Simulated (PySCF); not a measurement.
Input

```
{"job": {"kind": "nmr", "xc": "PBE0", "basis": "pcSseg-1"}, "charge": 1, "multiplicity": 1}
C     -2.109044    -2.032213     0.047702
C     -1.496972    -0.806797    -0.035826
C     -2.268120     0.398061    -0.073604
C     -1.645423     1.620710    -0.094325
C     -0.254679     1.700377    -0.115657
C      0.541039     0.534786    -0.110077
C      1.992395     0.674817    -0.255805
C      2.906075    -0.338862     0.314435
S      2.529950     1.941395    -1.140327
C     -0.071875    -0.698875    -0.040015
H     -3.180279    -2.118013     0.129533
H     -1.540563    -2.948002     0.051377
H     -3.345064     0.326320    -0.084865
H     -2.229144     2.528531    -0.103668
H      0.227289     2.666980    -0.118513
H      2.929667    -1.219233    -0.332334
H      2.574835    -0.660897     1.300559
H      3.920768     0.047427     0.373269
H      0.509343    -1.607261    -0.001442
```

Command:

```sh
OMP_NUM_THREADS=1 python probes_run.py task.json out
```

Geometry: GFN2-xTB.

Method: PBE0/pcSseg-1, SCF density, gas phase, non-relativistic in PySCF 2.14.0.

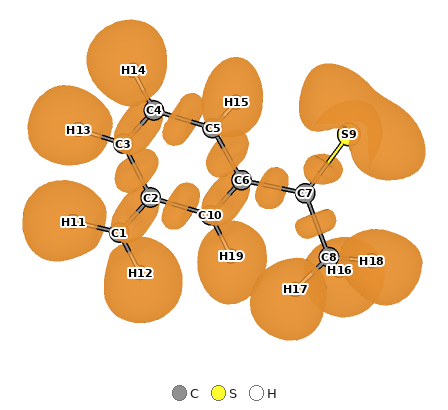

C₉H₉S (charge +1). Isosurface of the ELF at 0.8 (orange), seen at a tilt. Core shells and regions of very low density are left out.

> What do the ELF domains correspond to?

The surface consists of nine regions between bonded C–C atoms (shared pairs), one region between bonded C–S atoms (shared pairs), nine regions around hydrogen nuclei and one ring or bowl of non-bonding electrons around S. Profiles from the grid: C–C (1.37 Å): the ELF peaks at about 0.95 between the atoms, as expected for a covalent bond. C–S (1.64 Å): the ELF peaks at about 0.90 between the atoms (a covalent bond).
